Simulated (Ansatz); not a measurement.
Base system: YN in the rock salt structure (space group Fm-3m, No. 225; a = 4.9058 Å).

It is then changed as follows: a negative pressure, −2 GPa.

Calculations: PBE (Ansatz, a program for electronic structure; PAW; 420 eV plane waves; no spin-orbit coupling).

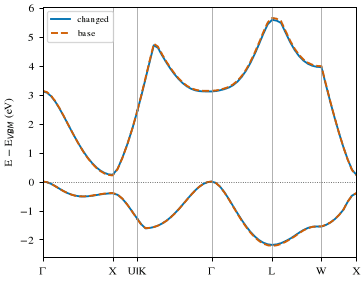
Figure: Highest valence and lowest conduction band along the path, each from its own valence-band maximum

Question: Read the changed gap and its character from the plot.

Answer: About 0.2 eV, indirect, Γ → X.

Load acts through the strain it causes; cell and atoms are relaxed under it. No phonon test of stability was made.
